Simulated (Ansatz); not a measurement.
# PtC (model cell, started as rocksalt type): a soft mode frozen in, part 2 of 2

Wanted: the energy along a soft mode of PtC (model cell, started as rocksalt type) and the structure at the end.

Ansatz 0.2.0; DFT PBEsol, scalar-relativistic, plane waves, PAW.

So far, highest frequency on the path or at a solved wavevector (cm⁻¹): step 2 (phonons on a q mesh) 498. Also lowest frequency on the path (cm⁻¹): step 2 -544.

The structure was built from a prototype and need not be the compound's stable phase.

## Step 6: Relaxation from the frozen mode

Starting from the lowest point found, all atoms and the cell are let go, so that strain and other modes of the same symmetry can join in.

The input, input.yaml:

```yaml
crystal:
  lattice:
    - [0.0, 2.2083183167, 2.2083183167]
    - [2.2083183167, 0.0, 2.2083183167]
    - [2.2083183167, 2.2083183167, 0.0]
  atoms:
    - { symbol: Pt, position: [-0.0030668217, 0.0030668217, -0.0030668217] }
    - { symbol: C, position: [0.5498116595, 0.4501883405, 0.5498116595] }
kpoints:
  mp_grid: { grid: [16, 16, 16] }
hamiltonian:
  xc: pbesol
scf:
  occupations: { method: methfessel_paxton, width: 0.2 }
output:
  forces: true
  stress: true
  eigenvalues: true
relax:
  adjacent_minimum: "off"
  f_tol: 0.002
  max_steps: 120
  cell: { stress_tol: 0.03 }
```

The run is started by

```sh
$ ansatz run input.yaml --threads 4 --pin off --max-ram 7168MiB --backend cpu --events-out ev --progress --plain --runs-dir out
```

Numbers of over 12 decimals in the logs are rounded to 6 here.

The log of the run:

```text
[...]
Crystal: 2 atoms, lattice volume = 21.538 Å³
Basis set: ecut = 420 eV, 411 PW (Γ), exchange–correlation on 48×48×48 points (8 copies of the dense FFT grid, shifted against one another)
Bands: 15, of which v1, the nominal top of the filled ones, is band 11 counted from 1 (10 counted from 0)
Symmetry: 8 space group operations
[...]
k-points: 349 of 4096 (time reversal used)
[...]
SCF iter   1: F=—  HF=-12627.831239 eV  |F-HF|=—  |Δ(HF+E_count)|=         —  Δρ=9.24e-3  dr2=1.51e-2  ethr=1.77e-3  ⟨swp⟩=4.1  Hψ=23200  notcnv=0
[...]
SCF iter   5: F=-12627.828244 eV  HF=-12627.828245 eV  |F-HF|=4.90e-8  |Δ(HF+E_count)|=   4.58e-7  S|Δr|=    0.00e0  Δρ=2.23e-5  dr2=7.56e-8  ethr=4.55e-10  ⟨swp⟩=6.1  Hψ=25337  notcnv=0
SCF 1 converged in 5 iterations: F = -12627.828244 eV  dr2 = 7.56e-8
[...]
relax step   1: F+E_penalty+E_count = -12627.82824446 eV  Δ(F+E_penalty+E_count) = +0.000e0 eV  max|allowed force component| = 2.066e-1 eV/Å  Δτ_max = 0.0000 Å  P = +5.385 GPa  Ω = 21.538 Å³  (5 SCF iters, dr2 threshold 1.00e-7 eV, accepted)
Crystal: 2 atoms, lattice volume = 22.081 Å³
Basis set: ecut = 420 eV, 427 PW (Γ), exchange–correlation on 48×48×48 points (8 copies of the dense FFT grid, shifted against one another)
[...]
SCF iter   5: F=-12627.886151 eV  HF=-12627.886151 eV  |F-HF|=8.08e-10  |Δ(HF+E_count)|=   1.84e-7  S|Δr|=    0.00e0  Δρ=2.40e-5  dr2=2.60e-8  ethr=9.09e-10  ⟨swp⟩=5.1  Hψ=23490  notcnv=0
SCF 2 converged in 5 iterations: F = -12627.886151 eV  dr2 = 2.60e-8
relax step   2: F+E_penalty+E_count = -12627.88615097 eV  Δ(F+E_penalty+E_count) = -5.791e-2 eV  max|allowed force component| = 8.083e-3 eV/Å  Δτ_max = 0.0174 Å  P = -1.160 GPa  Ω = 22.081 Å³  energy of the carried Pulay correction = -9.547e-4 eV  (5 SCF iters, dr2 threshold 2.00e-7 eV, accepted)
Crystal: 2 atoms, lattice volume = 22.148 Å³
Basis set: ecut = 420 eV, 435 PW (Γ), exchange–correlation on 48×48×48 points (8 copies of the dense FFT grid, shifted against one another)
[...]
SCF iter   5: F=-12627.961006 eV  HF=-12627.961006 eV  |F-HF|=1.53e-8  |Δ(HF+E_count)|=   5.93e-8  S|Δr|=    0.00e0  Δρ=2.37e-5  dr2=8.59e-8  ethr=9.09e-10  ⟨swp⟩=5.1  Hψ=22421  notcnv=0
SCF 3 converged in 5 iterations: F = -12627.961006 eV  dr2 = 8.59e-8
relax step   3: F+E_penalty+E_count = -12627.96100599 eV  Δ(F+E_penalty+E_count) = -7.486e-2 eV  max|allowed force component| = 2.625e-2 eV/Å  Δτ_max = 0.0307 Å  P = +1.484 GPa  Ω = 22.148 Å³  energy of the carried Pulay correction = -1.072e-3 eV  (5 SCF iters, dr2 threshold 2.00e-7 eV, accepted)
[... from here on, the SCF cycles and remarks between the steps are left out ...]
relax step   4: F+E_penalty+E_count = -12627.97122338 eV  Δ(F+E_penalty+E_count) = -1.022e-2 eV  max|allowed force component| = 1.708e-1 eV/Å  Δτ_max = 0.0330 Å  P = +2.082 GPa  Ω = 22.431 Å³  energy of the carried Pulay correction = -1.558e-3 eV  (5 SCF iters, dr2 threshold 2.00e-7 eV, accepted)
relax step   5: F+E_penalty+E_count = -12627.96688687 eV  Δ(F+E_penalty+E_count) = +4.337e-3 eV  max|allowed force component| = 3.407e-1 eV/Å  Δτ_max = 0.0223 Å  P = +0.177 GPa  Ω = 22.484 Å³  energy of the carried Pulay correction = -1.649e-3 eV  (5 SCF iters, dr2 threshold 2.00e-7 eV, rejected (line search))
relax step   6: F+E_penalty+E_count = -12627.97459628 eV  Δ(F+E_penalty+E_count) = -3.373e-3 eV  max|allowed force component| = 4.757e-2 eV/Å  Δτ_max = 0.0057 Å  P = +0.412 GPa  Ω = 22.520 Å³  energy of the carried Pulay correction = -1.710e-3 eV  (8 SCF iters, accepted)
relax step   7: F+E_penalty+E_count = -12627.97698280 eV  Δ(F+E_penalty+E_count) = -2.387e-3 eV  max|allowed force component| = 1.597e-3 eV/Å  Δτ_max = 0.0074 Å  P = +0.104 GPa  Ω = 22.467 Å³  energy of the carried Pulay correction = -1.619e-3 eV  (4 SCF iters, dr2 threshold 2.00e-7 eV, accepted)
relax step   8: F+E_penalty+E_count = -12627.97697957 eV  Δ(F+E_penalty+E_count) = +3.230e-6 eV  max|allowed force component| = 2.305e-5 eV/Å  Δτ_max = 0.0006 Å  P = +0.005 GPa  Ω = 22.481 Å³  energy of the carried Pulay correction = -1.644e-3 eV  (3 SCF iters, dr2 threshold 1.85e-7 eV, accepted)
relax step   9: F+E_penalty+E_count = -12627.98454384 eV  Δ(F+E_penalty+E_count) = -7.564e-3 eV  max|allowed force component| = 9.702e-3 eV/Å  Δτ_max = 0.0000 Å  P = +0.430 GPa  Ω = 22.481 Å³  stress off target by 1.18e0 GPa  SCF on the basis re-selected at this cell (its energy is not comparable with the rows above)  (6 SCF iters)
relax step  10: F+E_penalty+E_count = -12627.98489263 eV  Δ(F+E_penalty+E_count) = -3.488e-4 eV  max|allowed force component| = 1.766e-3 eV/Å  Δτ_max = 0.0028 Å  P = +0.015 GPa  Ω = 22.548 Å³  energy of the carried Pulay correction = -1.146e-4 eV  (4 SCF iters, dr2 threshold 2.00e-7 eV, accepted)
relax step  11: F+E_penalty+E_count = -12627.98488975 eV  Δ(F+E_penalty+E_count) = +2.880e-6 eV  max|allowed force component| = 5.535e-5 eV/Å  Δτ_max = 0.0004 Å  P = +0.008 GPa  Ω = 22.553 Å³  energy of the carried Pulay correction = -1.229e-4 eV  (3 SCF iters, dr2 threshold 2.78e-8 eV, accepted)
[...]
SCF iter   4: F=-12627.985014 eV  HF=-12627.985014 eV  |F-HF|=7.28e-12  |Δ(HF+E_count)|=  1.82e-12  S|Δr|=    0.00e0  Δρ=1.86e-7  dr2=6.13e-12  ethr=1.00e-12  ⟨swp⟩=3.9  Hψ=22683  notcnv=0
SCF 12 converged in 4 iterations: F = -12627.985014 eV  dr2 = 6.13e-12
relax step  12: F+E_penalty+E_count = -12627.98501423 eV  Δ(F+E_penalty+E_count) = -1.245e-4 eV  max|allowed force component| = 1.757e-4 eV/Å  Δτ_max = 0.0000 Å  P = +0.006 GPa  Ω = 22.553 Å³  stress off target by 6.67e-3 GPa  SCF on the basis re-selected at this cell (its energy is not comparable with the rows above)  (4 SCF iters)
[...]
SCF converged after 4 iterations
[...]
Free energy (F): -12627.985014 eV
[...]
Internal energy: -12627.986077 eV  (E = F + TS)
E sigma→0 (E₀):  -12627.985280 eV
Entropy (-TS):   0.001062 eV (0.531 meV/atom)
Fermi energy:    19.434367 eV
[...]
--- Forces (eV/Å), atoms counted from 1 ---
  atom   1  Pt     0.00000000    -0.00017555    -0.00000000
  atom   2  C      0.00000000     0.00017593    -0.00000000
  max |Σ_I F_I| component: 3.83e-7 eV/Å
--- Stress (GPa, compression-positive) ---
        0.005701      -0.000000       0.000000
       -0.000000       0.006674       0.000000
        0.000000       0.000000       0.005701
  P = ⅓ Tr σ = 0.0060 GPa (0.060 kbar)
--- Band table (eV; the first three rows and the last of 349) ---
  k-point 0: bands = [... 7 lower, 14.3398, 14.3398, 15.9275, 20.2607, 20.2607, 21.4218, 24.8253, 30.8040]
  k-point 1: bands = [... 7 lower, 14.3259, 14.4174, 15.8111, 20.0072, 20.5017, 21.5579, 25.0540, 30.9023]
  k-point 2: bands = [... 7 lower, 14.2300, 14.5805, 15.6136, 19.4520, 21.1117, 21.8681, 25.5759, 31.0786]
  k-point 348: bands = [... 7 lower, 16.4145, 16.9152, 16.9152, 17.9020, 17.9020, 18.0933, 25.4240, 31.7102]
--- Relaxed structure (10 steps of the walk, 9 accepted, 2 SCFs on fresh bases) ---
  F+E_penalty+E_count = -12627.98501423 eV   max|allowed force component| = 1.757e-4 eV/Å   (the final SCF, on the basis selected at the relaxed cell)
  cell:  # Å, volume = 22.5528 Å³
    - [0, 2.478909, 2.132823]
    - [2.132823, 0, 2.132823]
    - [2.132823, 2.478909, 0]
  atoms:
    - { symbol: Pt, position: [-0.019331, 0.019331, -0.019331] }
    - { symbol: C, position: [0.566076, 0.433924, 0.566076] }
```

Elapsed: 28 s, on 4 threads of Arm Neoverse V2, shared host; peak memory 0.46 GiB; 1.8 min of CPU time.

Relaxation path:

```tsv
step	energy less that of the first step (eV)	largest force component (eV/Å)	pressure (GPa)	volume (Å³)
1	0.0000	0.2066	5.39	21.54
2	-0.0579	0.0081	-1.16	22.08
3	-0.1328	0.0262	1.48	22.15
4	-0.1430	0.1708	2.08	22.43
5	-0.1386	0.3407	0.18	22.48
6	-0.1464	0.0476	0.41	22.52
7	-0.1487	0.0016	0.10	22.47
8	-0.1487	0.0000	0.00	22.48
9*	-0.1563	0.0097	0.43	22.48
10	-0.1566	0.0018	0.01	22.55
11	-0.1566	0.0001	0.01	22.55
12*	-0.1568	0.0002	0.01	22.55
```

Relaxation steps marked * repeat the geometry before them on a plane-wave basis chosen anew for their cell, so energy and pressure can jump there. Relaxation step 5 was tried and not accepted.

The run keeps the 8 symmetry operations that it works with, so distortions that break them were not tested.

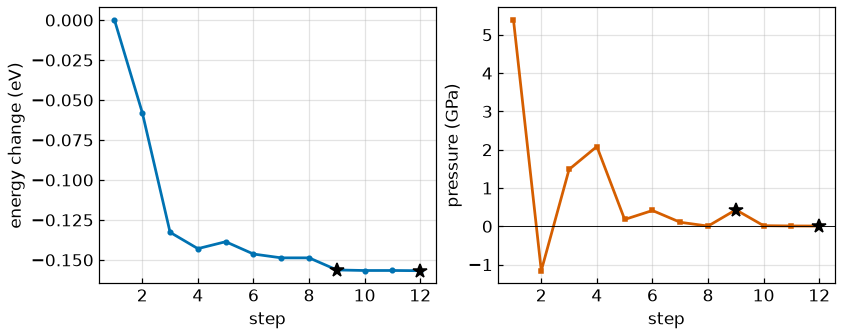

Energy and pressure along the relaxation. Stars mark steps on a basis chosen anew.

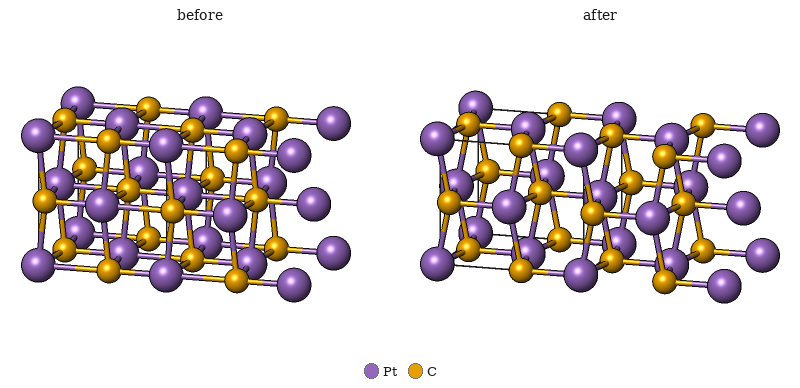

The structure before and after the relaxation, drawn at the same scale.

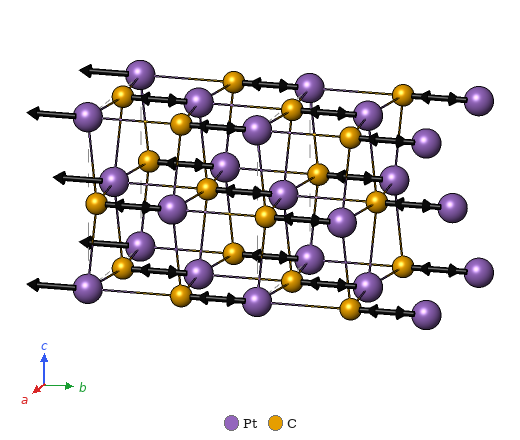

Displacements in the relaxation, exaggerated, measured against the changing cell; the longest in the cell stands for 0.08 Å. 1×2×1 conventional cells are drawn. Some periodic images of atoms are drawn too.

```tsv
cell as run	before	after	change
a (Å)	3.123	3.270	+4.7 %
b (Å)	3.123	3.016	-3.4 %
c (Å)	3.123	3.270	+4.7 %
α (°)	60.00	62.54	+4.2 %
β (°)	60.00	54.93	-8.5 %
γ (°)	60.00	62.54	+4.2 %
volume (Å³/atom)	10.77	11.28	+4.7 %
```

The atoms that moved most (Å, as changes of fractional coordinates times the final cell):

```tsv
atom	dx	dy	dz	length
Pt1	0.000	-0.081	0.000	0.081
C2	0.000	0.081	0.000	0.081
```

Final coordinates:

```xyz
2
Lattice="0.0000 2.4789 2.1328 2.1328 0.0000 2.1328 2.1328 2.4789 0.0000" Properties=species:S:1:pos:R:3 pbc="T T T"
Pt    0.0000   -0.0958    0.0000
C     2.1328    2.8065    2.1328
```

Numbers from this step:

| Quantity | Value |
| --- | --- |
| pressure | 0.006026 GPa |
| volume per atom | 11.28 Å³ |

The distorted start has space group I4mm; the relaxation ends in I4mm.

## Step 7: The new phase in its own primitive cell

The relaxed structure is symmetrised, reduced to its primitive cell and relaxed tightly, as its phonons need.

input.yaml, the sections that differ from step 6:

```yaml
crystal:
  lattice:
    - [-1.5081334498, 1.5081334498, 2.4789092138]
    - [1.5081334498, -1.5081334498, 2.4789092138]
    - [1.5081334498, 1.5081334498, -2.4789092138]
  atoms:
    - { symbol: Pt, position: [0.9806686254, 0.9806686254, 0.0] }
    - { symbol: C, position: [0.5660762124, 0.5660762124, 0.0] }
kpoints:
  mp_grid: { grid: [20, 20, 20] }
relax:
  adjacent_minimum: "off"
  f_tol: 0.001
  max_steps: 60
  cell: { stress_tol: 0.01 }
# hamiltonian, scf, output: as in step 6
```

The log of the run:

```text
[...]
Crystal: 2 atoms, lattice volume = 22.553 Å³
Basis set: ecut = 420 eV, 437 PW (Γ), exchange–correlation on 48×48×48 points (8 copies of the dense FFT grid, shifted against one another)
Bands: 15, of which v1, the nominal top of the filled ones, is band 11 counted from 1 (10 counted from 0)
Symmetry: 8 space group operations
[...]
k-points: 641 of 8000 (time reversal used)
[...]
--- Relaxed structure (5 steps of the walk, 5 accepted, 1 SCFs on fresh bases) ---
[...]
cell:  # Å, volume = 22.5307 Å³
    - [-1.508386, 1.508386, 2.475648]
    - [1.508386, -1.508386, 2.475648]
    - [1.508386, 1.508386, -2.475648]
  atoms:
    - { symbol: Pt, position: [0.981249, 0.981249, -2.0421482724888435e-19] }
    - { symbol: C, position: [0.565495, 0.565495, -4.1003020796017886e-19] }
[key lines of the parts left out:]
SCF converged after 5 iterations
Free energy (F): -12627.984374 eV
Fermi energy:    19.447016 eV
P = ⅓ Tr σ = -0.0013 GPa (-0.013 kbar)
```

Run time: 25 s. Hardware: 4 threads; peak memory 0.57 GiB; 96 s of CPU time.

The steps of the relaxation:

```tsv
step	energy less that of the first step (eV)	largest force component (eV/Å)	pressure (GPa)	volume (Å³)
1	0.0000	0.0432	-0.03	22.55
2	-0.0001	0.0201	0.04	22.53
3	-0.0001	0.0005	-0.07	22.54
4	-0.0002	0.0007	0.06	22.53
5	-0.0002	0.0000	0.00	22.53
6*	-0.0001	0.0000	0.00	22.53
```

Relaxation steps marked * repeat the geometry before them on a plane-wave basis chosen anew for their cell, so energy and pressure can jump there.

The run keeps the 8 symmetry operations that it works with, so distortions that break them were not tested.

```tsv
conventional cell, symmetrised	before	after	change
a (Å)	3.016	3.017	+0.0 %
b (Å)	3.016	3.017	+0.0 %
c (Å)	4.958	4.951	-0.1 %
volume (Å³/atom)	11.28	11.27	-0.1 %
```

Final coordinates:

```xyz
2
Lattice="-1.5084 1.5084 2.4756 1.5084 -1.5084 2.4756 1.5084 1.5084 -2.4756" Properties=species:S:1:pos:R:3 pbc="T T T"
Pt    0.0000    0.0000    4.8585
C     0.0000    0.0000    2.7999
```

Numbers from this step:

- pressure: -0.001349 GPa
- volume per atom: 11.27 Å³

The largest force component left is 0.028 meV/Å and the pressure is -0.001 GPa, within the tolerances set. The cell now holds 11.27 Å³/atom.

## Step 8: Modes of the new phase, k-mesh 20×20×20

A relaxed structure may still be a saddle point, so its zone-centre modes are computed. No field response is asked, since the mesh shows no gap.

input.yaml, the sections that differ from step 7:

```yaml
crystal:
  lattice:
    - [-1.5083857742, 1.5083857742, 2.4756483698]
    - [1.5083857742, -1.5083857742, 2.4756483698]
    - [1.5083857742, 1.5083857742, -2.4756483698]
  atoms:
    - { symbol: Pt, position: [0.9812493646, 0.9812493646, 0.0] }
    - { symbol: C, position: [0.5654954732, 0.5654954732, 0.0] }
output:
  eigenvalues: true
phonons:
  method: dfpt
# kpoints, hamiltonian, scf: as in step 7
# relax: removed
```

The log of the run:

```text
zone centre: on kpoints.mp_grid the ground state, and the responses unless they are solved on pairs of k-points, stand on 1166 of the mesh's 8000 k-points, reduced under 4 symmetry operations, with k and −k counted as one. Each operation leaves every solved displacement unchanged or reverses it
[...]
Crystal: 2 atoms, lattice volume = 22.531 Å³
Basis set: ecut = 420 eV, 437 PW (Γ), exchange–correlation on 48×48×48 points (8 copies of the dense FFT grid, shifted against one another)
Bands: 15, of which v1, the nominal top of the filled ones, is band 11 counted from 1 (10 counted from 0)
Symmetry: 8 space group operations
k-points: 1166 of 8000 (irreducible under 4 space group operations, time reversal used)
[...]
SCF iter   1: F=—  HF=-12627.987608 eV  |F-HF|=—  |Δ(HF+E_count)|=         —  Δρ=9.43e-3  dr2=1.21e-2  ethr=1.77e-3  ⟨swp⟩=4.1  Hψ=77673  notcnv=0
[...]
SCF iter   8: F=-12627.984374 eV  HF=-12627.984374 eV  |F-HF|=1.82e-12  |Δ(HF+E_count)|=  1.09e-11  S|Δr|=    0.00e0  Δρ=1.77e-7  dr2=6.10e-12  ethr=1.00e-12  ⟨swp⟩=5.1  Hψ=69744  notcnv=0
SCF 1 converged in 8 iterations: F = -12627.984374 eV  dr2 = 6.10e-12
[...]
DFPT response loops at Γ: preconditioner auto → Kerker (q_TF=auto, 2.717 Å⁻¹) (partly filled bands, converged f_vac=0.000); β = 1.00, the filter's whole step (`scf.mixing.beta` (0.50) is not read by the response loops under this deck's `scf.mixing.preconditioner`; to damp them name `kerker` or `kerker_dos`, under which they read `scf.mixing.beta`, and type it under 1.00, their step now; both keys bind the ground state too); Broyden in place of MSR1
SCF converged after 8 iterations
[...]
Free energy (F): -12627.984374 eV
[...]
Internal energy: -12627.984052 eV  (E = F + TS)
E sigma→0 (E₀):  -12627.984294 eV
Entropy (-TS):   -0.000322 eV (-0.161 meV/atom)
Fermi energy:    19.447016 eV
[...]
--- Band table (eV; the first three rows and the last of 1166) ---
  k-point 0: bands = [... 7 lower, 14.3731, 14.3731, 15.9399, 20.2531, 20.2531, 21.3964, 24.8704, 30.8365]
  k-point 1: bands = [... 7 lower, 14.3745, 14.4326, 15.7751, 20.2027, 20.2999, 21.5177, 25.1308, 30.9236]
  k-point 2: bands = [... 7 lower, 14.3318, 14.5438, 15.4256, 20.1968, 20.4232, 21.7145, 25.7857, 31.1644]
  k-point 1165: bands = [... 7 lower, 16.4305, 16.9444, 16.9444, 17.9164, 17.9164, 18.1475, 25.4312, 31.7394]
--- Phonons (Γ-DFPT): 4 representative perturbations + reference, on 1166 of 8000 k-points (Σ response iterations 14) ---
  k mesh reduced under 4 symmetry operations, with k and −k counted as one. Each operation leaves every solved displacement unchanged or reverses it
  ASR residual: 1.427e-4 → 0.000e0 eV/Å²; symmetrization residual: 8.689e-7 eV/Å²
  ASR residual per site (eV/Å²): 1.43e-4 1.76e-5
  Γ frequencies (cm⁻¹): 0.00 0.00 0.00 88.32 88.32 503.09
  non-analytic LO–TO correction: not included (Born effective charges unavailable; polar crystals: no LO–TO splitting at Γ)
```

Wall time 43 s (4 threads); peak memory 1.3 GiB.

This step gave:

```
sum-rule residual before enforcement                    : 1.43e-4 eV/Å²
point group                                             : 4mm
highest optical mode at the zone centre (no LO-TO term) : 503.1 cm⁻¹
lowest optical zone-centre mode                         : 88.32 cm⁻¹
```

Patterns of degenerate modes are one choice out of their space. The modes at Γ (shares of kinetic energy by element, %):

```tsv
mode	frequency (cm⁻¹)	symmetry	Pt %	C %
1	0.0	acoustic	94	6
2	0.0	acoustic	94	6
3	0.0	acoustic	94	6
4	88.3	E	6	94
5	88.3	E	6	94
6	503.1	A1	6	94
```

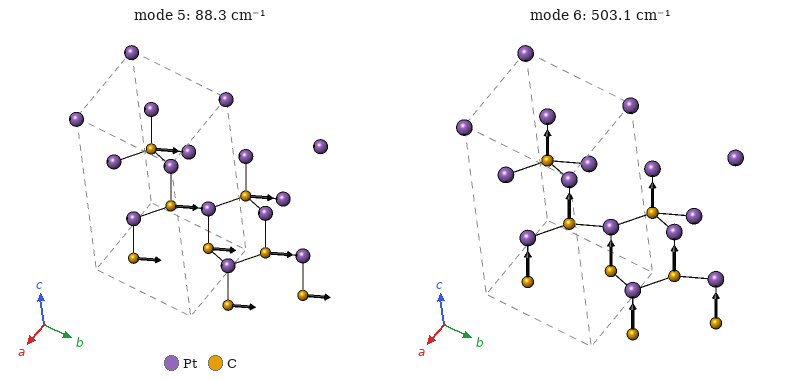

Displacement patterns of modes 5 and 6 at Γ; arrows are exaggerated. Bonds to atoms that aren't drawn are left out. 1×2×1 conventional cells are drawn. Some periodic images of atoms are drawn too.

Before it was imposed, the acoustic sum rule was missed by 1.4e-4 eV/Å². Small misses are needed for a sound result but don't prove that mesh and cutoff are converged. The lowest optical mode is real, 88.3 cm⁻¹.

## Step 9: Summary of results

```json
{
 "unstable mode of the parent": "q = (0, 0, 0), 544i cm⁻¹",
 "depth at the lowest point sampled": "63.9 meV/atom",
 "largest atomic shift at that point": "0.22 Å",
 "space group reached (within 0.01 Å)": "I4mm",
 "energy gained over the parent (first relaxation, on the mesh of the frozen mode)": "142 meV/atom",
 "volume per atom, phase reached": "11.3 Å³",
 "lowest optical zone-centre mode, phase reached": "88.3 cm⁻¹",
 "highest optical mode at the zone centre (no LO-TO term), phase reached": "503 cm⁻¹"
}
```

Along this mode the structure falls into I4mm, 142 meV/atom below the parent. At the parent's cell the well is 63.85 meV/atom deep on the steps tried, with its lowest point at a shift of 0.22 Å. Relaxing atoms and cell changes the gain by +78.33 meV/atom against the lowest step (energies at zero smearing). The new phase has no imaginary mode at the zone centre of its cell; other wavevectors were not checked. Of the 6 patterns followed to their end from this parent, this one ends 385 meV/atom above the lowest, F-43m. Each path keeps the symmetry of its pattern, so a lower phase may lie along a pattern not tried. With no gap, or one that is small against the smearing, the frequencies hang on the k mesh and the smearing, most of all near Kohn anomalies. Spin-orbit coupling is left out, which can matter for the heavy elements here. The starting cell was built on a prototype and not taken from a measurement, so the phase need not exist.

[Logs are printed without paths, hosts, clocks, repeated set-up lines and the standing remarks that a program may print on its own settings, such as how far it seeks lower states.]

[Hosts, paths, dates, database ids (printed as entryN), source tags and the programs' standing remarks are cut or masked in the printed files.]
